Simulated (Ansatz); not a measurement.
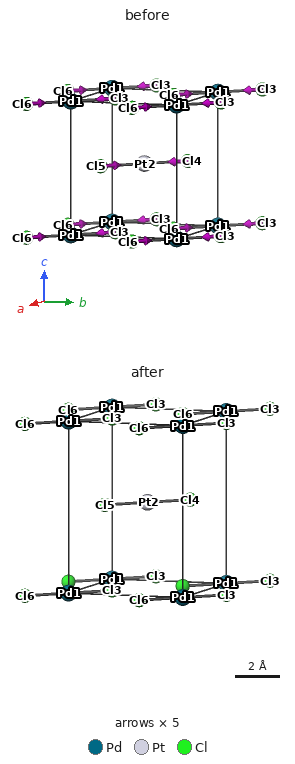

The structure of crystalline PdPtCl₄ (a generated structure, set up in Cmmm) before (top) and after (bottom) a relaxation, at one scale. The purple arrows give the displacements (the part carried along by the change of the cell is left out), magnified 5 times.

The picture is a ball-and-stick view of the cell of the calculation, seen slightly off an axis.

The calculation used Ansatz 0.2.0, DFT PBE, scalar-relativistic, plane waves, PAW.

Input
```yaml
crystal:
  lattice:
    - [3.3639060653, -3.7165880868, 0.0]
    - [3.3639060653, 3.7165880868, 0.0]
    - [0.0, 0.0, 6.1356385649]
  atoms:
    - { symbol: Pd, position: [0.0, 0.0, 0.0] }
    - { symbol: Pt, position: [0.5, 0.5, 0.5], spin: 0.55 }
    - { symbol: Cl, position: [0.697426309, 0.302573691, 0.0] }
    - { symbol: Cl, position: [0.2025527062, 0.7974472938, 0.5], spin: 0.18 }
    - { symbol: Cl, position: [0.7974472938, 0.2025527062, 0.5], spin: 0.18 }
    - { symbol: Cl, position: [0.302573691, 0.697426309, 0.0] }
basis:
  ecutwfc: 420
kpoints:
  mp_grid: { grid: [8, 8, 6] }
hamiltonian:
  xc: pbe
scf:
  occupations: { method: gaussian, width: 0.1 }
output:
  forces: true
  stress: true
  eigenvalues: true
  populations: true
magnetization:
  spin_polarized: true
relax:
  adjacent_minimum: "off"
  f_tol: 0.01
  max_steps: 80
  cell: { stress_tol: 0.05 }
```

Run as
```bash
ansatz run input.yaml --threads 1 --pin off --max-ram 2560MiB --backend cpu --events-out ev --progress --plain --runs-dir out
```

> Describe what moved and what it gained.

After 17 accepted moves (20 points after the start) the energy has fallen by 30.0 meV per atom. Largest force component: 0.12 eV/Å at the start, 0.0022 eV/Å at the end. The pressure goes from 0.21 to 0.00 GPa. The SCF was repeated 3 times at an unchanged geometry on a basis and grid sized afresh for the cell, which shifted the energy by 5.5 meV per atom at most. The largest moves relative to the cell, 0.21 Å, are those of Cl4 and Cl5. Cl5 goes along [−1 1 0]. Pd and Pt stay in place. The volume changes by +51.3 %, with a = b 5.013 → 5.434 Å (+8.4 %), c 6.136 → 7.886 Å (+28.5 %), γ 95.7° → 94.5°. Some distances before and after: Pt2–Cl4 2.211 → 2.161 Å, Pd1–Cl3 2.249 → 2.209 Å. The space group stays Cmmm (No. 65). The run may lie on a higher electronic state than the lowest, so the end point isn't shown to be the ground-state structure.
